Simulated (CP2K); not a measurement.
# PBE0/TZV2P-MOLOPT-PBE0-GTH (core potential) run of CH3Cl3Si (methyltrichlorosilane)

Aim: the energy change on altering one bond length of CH3Cl3Si (methyltrichlorosilane) at PBE0/TZV2P-MOLOPT-PBE0-GTH (core potential), from 2 runs. 

Program for the calculation: CP2K 2026.2.

1 further run of the same task is left out (set aside as unsound or not needed).

**1. The structure to begin with**

The species is CH3Cl3Si (8 atoms), meant as a singlet with charge 0. As SMILES, `C[Si](Cl)(Cl)Cl`. Geometry: relaxed at PBE0-D4/def2-TZVP.

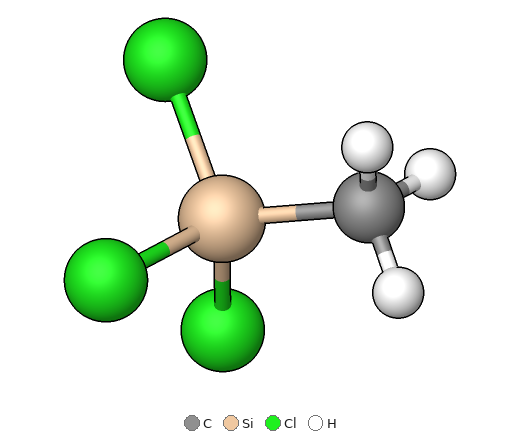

Viewed from a chosen angle; carbon grey, silicon light orange, chlorine green, hydrogen white.

**2. A single-point energy at PBE0/TZV2P-MOLOPT-PBE0-GTH (core potential)**

molecule.inp reads:

```
&GLOBAL
  PROJECT_NAME molecule
  RUN_TYPE ENERGY
  PRINT_LEVEL MEDIUM
&END GLOBAL

&FORCE_EVAL
  METHOD QS
  &DFT
    BASIS_SET_FILE_NAME BASIS_MOLOPT_UZH
    BASIS_SET_FILE_NAME BASIS_ADMM_UZH
    POTENTIAL_FILE_NAME POTENTIAL_UZH
    &QS
      METHOD GPW
      EPS_DEFAULT 1.0E-10
    &END QS
    &MGRID
      CUTOFF 400
      REL_CUTOFF 50
      NGRIDS 4
    &END MGRID
    &POISSON
      PERIODIC NONE
      POISSON_SOLVER MULTIPOLE
    &END POISSON
    &SCF
      SCF_GUESS ATOMIC
      EPS_SCF 1.0E-06
      MAX_SCF 100
      ADDED_MOS 5
      &DIAGONALIZATION
        ALGORITHM STANDARD
      &END DIAGONALIZATION
      &MIXING
        METHOD DIRECT_P_MIXING
        ALPHA 0.4
      &END MIXING
    &END SCF
    &XC
      &XC_FUNCTIONAL
        &PBE
          SCALE_X 0.75
          SCALE_C 1.0
        &END PBE
      &END XC_FUNCTIONAL
      &HF
        FRACTION 0.25
        &SCREENING
          EPS_SCHWARZ 1.0E-09
        &END SCREENING
        &MEMORY
          MAX_MEMORY 1050
        &END MEMORY
      &END HF
    &END XC
    &AUXILIARY_DENSITY_MATRIX_METHOD
      ADMM_TYPE ADMMS
      EXCH_CORRECTION_FUNC PBEX
    &END AUXILIARY_DENSITY_MATRIX_METHOD
    &PRINT
      &MOMENTS
        PERIODIC F
        REFERENCE COM
        MAX_MOMENT 1
      &END MOMENTS
      &MO ON
        ENERGIES T
        OCCUPATION_NUMBERS T
        NDIGITS 6
        &EACH
          QS_SCF 0
        &END EACH
        ADD_LAST NUMERIC
      &END MO
      &HIRSHFELD OFF
      &END HIRSHFELD
    &END PRINT
  &END DFT
  &SUBSYS
    &CELL
      ABC 11 10.6 11.1
      PERIODIC NONE
    &END CELL
    &COORD
      C     -0.728900    -0.279600     0.686100
      Si     0.568900     0.197900    -0.528700
      Cl     2.360400    -0.640000    -0.033600
      Cl     0.065900    -0.429500    -2.402200
      Cl     0.801200     2.223000    -0.573800
      H     -0.844500    -1.365200     0.700800
      H     -0.448300     0.061100     1.684800
      H     -1.682600     0.175200     0.410800
    &END COORD
    &TOPOLOGY
      &CENTER_COORDINATES
      &END CENTER_COORDINATES
    &END TOPOLOGY
    &KIND C
      BASIS_SET ORB TZV2P-MOLOPT-PBE0-GTH-q4
      BASIS_SET AUX_FIT admm-tzp-q4
      POTENTIAL GTH-PBE0-q4
    &END KIND
    &KIND Si
      BASIS_SET ORB TZV2P-MOLOPT-PBE0-GTH-q4
      BASIS_SET AUX_FIT admm-tzp-q4
      POTENTIAL GTH-PBE0-q4
    &END KIND
    &KIND Cl
      BASIS_SET ORB TZV2P-MOLOPT-PBE0-GTH-q7
      BASIS_SET AUX_FIT admm-tzp-q7
      POTENTIAL GTH-PBE0-q7
    &END KIND
    &KIND H
      BASIS_SET ORB TZV2P-MOLOPT-PBE0-GTH-q1
      BASIS_SET AUX_FIT admm-tzp-q1
      POTENTIAL GTH-PBE0-q1
    &END KIND
  &END SUBSYS
&END FORCE_EVAL
```

Launch:

```console
$ OMP_NUM_THREADS=1 cp2k.psmp -i molecule.inp -o molecule.out
```

Standard output:

```text
CP2K| version string:                                       CP2K version 2026.2
[...]
 GLOBAL| Method name                                                        CP2K
[...]
 GLOBAL| Run type                                                         ENERGY
[...]
 DFT| Spin restricted Kohn-Sham (RKS) calculation                            RKS
 DFT| Multiplicity                                                             1
[...]
 DFT| Charge                                                                   0
[...]
 FUNCTIONAL| PBE:
 QS| Method:                                                                 GPW
[...]
 QS| Density cutoff [a.u.]:                                                200.0
[...]
 QS| Relative density cutoff [a.u.]:                                        25.0
[...]
                             - Atoms:                                          8
[...]
                             - Spherical basis functions:                    187
[...]
 Number of electrons:                                                         32
[...]
     1 P_Mix/Diag. 0.40E+00    7.9     2.00948852       -54.6286471862 -5.46E+01
[...]
    15 DIIS/Diag.  0.31E-06    5.1     0.00000030       -56.5677628626 -2.22E-12
  *** SCF run converged in    15 steps ***
[...]
  Overlap energy of the core charge distribution:               0.00000101687165
  Self energy of the core charge distribution:               -128.01974571286578
  Core Hamiltonian energy:                                     31.05865097912276
  Hartree energy:                                              53.26147304621670
  Exchange-correlation energy:                                 -9.92161838807505
  Hartree-Fock Exchange energy:                                -2.94652380390409
  Total energy:                                               -56.56776286263383
[...]
                     Mulliken Population Analysis
 #  Atom  Element  Kind  Atomic population                           Net charge
       1     C        1          4.274060                             -0.274060
       2     Si       2          3.192757                              0.807243
       3     Cl       3          7.263003                             -0.263003
       4     Cl       3          7.262832                             -0.262832
       5     Cl       3          7.261834                             -0.261834
       6     H        4          0.915470                              0.084530
       7     H        4          0.915092                              0.084908
       8     H        4          0.914951                              0.085049
 # Total charge                             32.000000                 -0.000000
[...]
  Dipole moment [Debye]
    X= -0.1448981E+01 Y= -0.5238113E+00 Z=  0.1352705E+01  Total=      2.0503012
 ENERGY| Total FORCE_EVAL ( QS ) energy [hartree]            -56.567762862633828
[...]
```

Run time: 84 s. Hardware: 1 thread of Arm Neoverse N1, shared host; peak memory 1.1 GiB.

**3. The distorted shape**

run.inp reads:

```
&GLOBAL
  PROJECT_NAME run
  RUN_TYPE ENERGY
  PRINT_LEVEL MEDIUM
&END GLOBAL
&FORCE_EVAL
  METHOD QUICKSTEP
  &DFT
    BASIS_SET_FILE_NAME BASIS_MOLOPT_UZH
    BASIS_SET_FILE_NAME BASIS_ADMM_UZH
    POTENTIAL_FILE_NAME POTENTIAL_UZH
    &QS
      METHOD GPW
      EPS_DEFAULT 1.0E-10
    &END QS
    &MGRID
      CUTOFF 400
      REL_CUTOFF 50
      NGRIDS 4
    &END MGRID
    &POISSON
      PERIODIC NONE
      POISSON_SOLVER MULTIPOLE
    &END POISSON
    # SCF settings
    &SCF
      SCF_GUESS ATOMIC
      EPS_SCF 1.0E-06
      MAX_SCF 80
      ADDED_MOS 5
      &DIAGONALIZATION
        ALGORITHM STANDARD
      &END DIAGONALIZATION
      &MIXING
        METHOD DIRECT_P_MIXING
        ALPHA 0.4
      &END MIXING
    &END SCF
    &XC
      &XC_FUNCTIONAL
        &PBE
          SCALE_X 0.75
          SCALE_C 1.0
        &END PBE
      &END XC_FUNCTIONAL
      # exact exchange
      &HF
        FRACTION 0.25
        &SCREENING
          EPS_SCHWARZ 1.0E-09
        &END SCREENING
        &MEMORY
          MAX_MEMORY 1050
        &END MEMORY
      &END HF
    &END XC
    &AUXILIARY_DENSITY_MATRIX_METHOD
      ADMM_TYPE ADMMS
      EXCH_CORRECTION_FUNC PBEX
    &END AUXILIARY_DENSITY_MATRIX_METHOD
    &PRINT
      &MOMENTS
        PERIODIC F
        REFERENCE COM
        MAX_MOMENT 1
      &END MOMENTS
      &MO ON
        ENERGIES T
        OCCUPATION_NUMBERS T
        NDIGITS 6
        &EACH
          QS_SCF 0
        &END EACH
        ADD_LAST NUMERIC
      &END MO
      &HIRSHFELD OFF
      &END HIRSHFELD
    &END PRINT
  &END DFT
  &SUBSYS
    # vacuum box
    &CELL
      ABC 11 10.6 12.6
      PERIODIC NONE
    &END CELL
    &COORD
      C      4.432200     4.591500     8.094194
      Si     5.730000     5.069000     6.879394
      Cl     7.521500     4.231100     7.374494
      Cl     4.824603     3.939684     3.507105
      Cl     5.962300     7.094100     6.834294
      H      4.316600     3.505900     8.108894
      H      4.712800     4.932200     9.092894
      H      3.478500     5.046300     7.818894
    &END COORD
    &KIND C
      BASIS_SET ORB TZV2P-MOLOPT-PBE0-GTH-q4
      BASIS_SET AUX_FIT admm-tzp-q4
      POTENTIAL GTH-PBE0-q4
    &END KIND
    &KIND Si
      BASIS_SET ORB TZV2P-MOLOPT-PBE0-GTH-q4
      BASIS_SET AUX_FIT admm-tzp-q4
      POTENTIAL GTH-PBE0-q4
    &END KIND
    &KIND Cl
      BASIS_SET ORB TZV2P-MOLOPT-PBE0-GTH-q7
      BASIS_SET AUX_FIT admm-tzp-q7
      POTENTIAL GTH-PBE0-q7
    &END KIND
    &KIND H
      BASIS_SET ORB TZV2P-MOLOPT-PBE0-GTH-q1
      BASIS_SET AUX_FIT admm-tzp-q1
      POTENTIAL GTH-PBE0-q1
    &END KIND
  &END SUBSYS
&END FORCE_EVAL
```

Launch:

```console
$ OMP_NUM_THREADS=1 cp2k.psmp run.inp > run.out
```

Standard output (excerpt; [...] marks lines left out):

```text
CP2K| version string:                                       CP2K version 2026.2
[...]
 GLOBAL| Method name                                                        CP2K
[...]
 GLOBAL| Run type                                                         ENERGY
[...]
 DFT| Spin restricted Kohn-Sham (RKS) calculation                            RKS
 DFT| Multiplicity                                                             1
[...]
 DFT| Charge                                                                   0
[...]
 FUNCTIONAL| PBE:
 QS| Method:                                                                 GPW
[...]
 QS| Density cutoff [a.u.]:                                                200.0
[...]
 QS| Relative density cutoff [a.u.]:                                        25.0
[...]
                             - Atoms:                                          8
[...]
                             - Spherical basis functions:                    187
[...]
 Number of electrons:                                                         32
[...]
     1 P_Mix/Diag. 0.40E+00    8.8     0.91210355       -55.1601141198 -5.52E+01
[...]
    20 DIIS/Diag.  0.47E-06    5.9     0.00000098       -56.4148386453 -2.92E-12
  *** SCF run converged in    20 steps ***
[...]
  Overlap energy of the core charge distribution:               0.00000101518463
  Self energy of the core charge distribution:               -128.01974571286578
  Core Hamiltonian energy:                                     30.72517469586284
  Hartree energy:                                              53.55919180491274
  Exchange-correlation energy:                                 -9.78649086905930
  Hartree-Fock Exchange energy:                                -2.89296957928954
  Total energy:                                               -56.41483864525441
[...]
                     Mulliken Population Analysis
 #  Atom  Element  Kind  Atomic population                           Net charge
       1     C        1          4.243863                             -0.243863
       2     Si       2          3.246524                              0.753476
       3     Cl       3          7.177645                             -0.177645
[...]
  Dipole moment [Debye]
    X=  0.3433757E+00 Y=  0.1712080E+01 Z=  0.7949354E+01  Total=      8.1388791
 ENERGY| Total FORCE_EVAL ( QS ) energy [hartree]            -56.414838645254406
[...]
```

It took 2.1 min on 1 thread of Arm Neoverse N1, shared host; peak memory 1.3 GiB.

**4. Outcome**

At PBE0/TZV2P-MOLOPT-PBE0-GTH (core potential):

```
                                                           quantity         value
                                          first shape: total energy  -56.56776 Eh
                                         first shape: dipole moment        2.05 D
                                           first shape: HOMO energy      -9.17 eV
                                           first shape: LUMO energy       0.04 eV
                                         first shape: HOMO–LUMO gap       9.21 eV
                                      distorted shape: total energy  -56.41484 Eh
                                     distorted shape: dipole moment        8.14 D
                                       distorted shape: HOMO energy      -7.10 eV
                                       distorted shape: LUMO energy      -4.86 eV
                                     distorted shape: HOMO–LUMO gap       2.23 eV
energy change with the Si2–Cl4 bond stretched from 2.039 to 3.670 Å      4.161 eV
```

**Reading.** One bond (distorted shape) is far stretched, which a spin-restricted single reference describes badly; a broken-symmetry solution may lie lower. With the Si2–Cl4 bond stretched from 2.039 to 3.670 Å the energy rises by 4.16 eV (96 kcal/mol). A restricted reference can't describe the breaking bond well at this length.
